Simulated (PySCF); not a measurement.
**C7H6: density, localisation and related maps**

```tsv
atom	x (Å)	y (Å)	z (Å)
C	2.7867	-0.1675	0.9293
C	1.7046	-0.6062	0.6017
C	0.4138	-1.1437	0.2232
C	0.0194	-1.2843	-1.2227
C	-0.5639	-0.3175	-0.5752
C	-1.4507	0.8047	-0.4692
C	-1.5810	1.5136	0.6612
H	3.7441	0.2263	1.2152
H	0.0145	-1.8664	0.9541
H	0.2076	-1.8492	-2.1315
H	-2.0266	1.0668	-1.3631
H	-1.0015	1.2573	1.5527
H	-2.2591	2.3679	0.7219
```

Geometry: PBE0-D3(BJ)/def2-SVP.

Theory: CAM-B3LYP/def2-SVPD, SCF density, gas phase (PySCF).

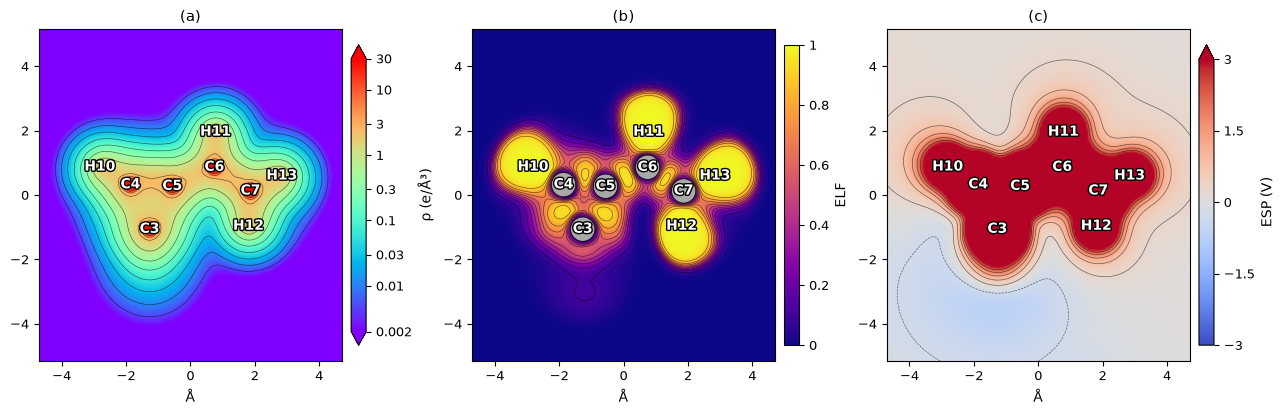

Figure 1. (a) electron density; (b) electron localisation function; (c) electrostatic potential on the plane of atoms C7, C6 and H11. Grey discs cover the atomic cores in the ELF map.

### What does the map show?

The plane passes through C and H nuclei.
C–H (1.09 Å): the density is about 2 e/Å³ at the midpoint; the ELF climbs to about 1 towards the hydrogen, as it does in any bond to H: a covalent bond by its length.
C–C (1.30 Å): the density is about 2.3 e/Å³ at the midpoint; the ELF peaks at about 0.85 between the atoms: a multiple bond.
Outside the dense part of the molecule the potential is most negative (−0.7 V) near C2, which lies off the plane.

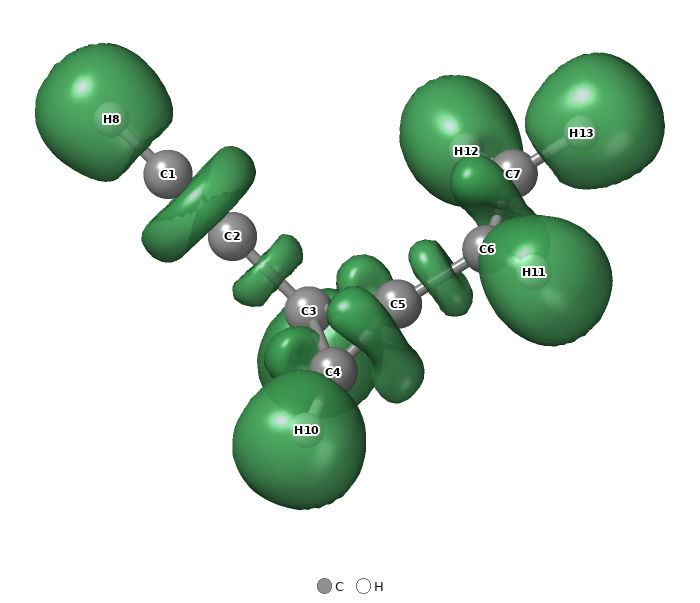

Figure 2. Isosurface of the electron localisation function at 0.8 (green), seen at a tilt. Only the valence region is drawn (cores and ρ < 0.01 e/Å³ removed).

### Where are the electrons localised?

The ELF exceeds this value in seven regions between bonded C–C atoms (shared pairs) and six regions around hydrogen nuclei.


C–C (1.21 Å): the ELF peaks at about 0.85 between the atoms (a short, multiple covalent bond). C–H (1.07 Å): the ELF climbs to about 1 towards the hydrogen; an ordinary covalent bond to hydrogen.

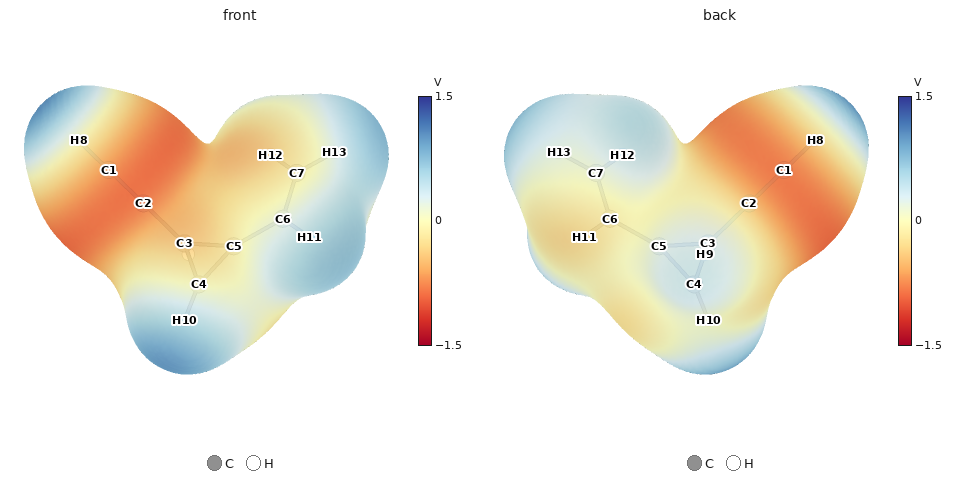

Figure 3. The electrostatic potential painted on the density surface at 0.001 e/bohr³, seen from the front and from behind; the colour scale runs from red (negative) to blue (positive).

### Which sites attract a positive test charge, and which a negative one?

A positive charge is drawn to the negative regions and a negative charge to the positive ones. The most negative region (about −0.9 V, or −21 kcal/mol for a unit charge) lies over C1 and C2, the most positive (about +1.0 V, or +23 kcal/mol for a unit charge) over H8 and H10.
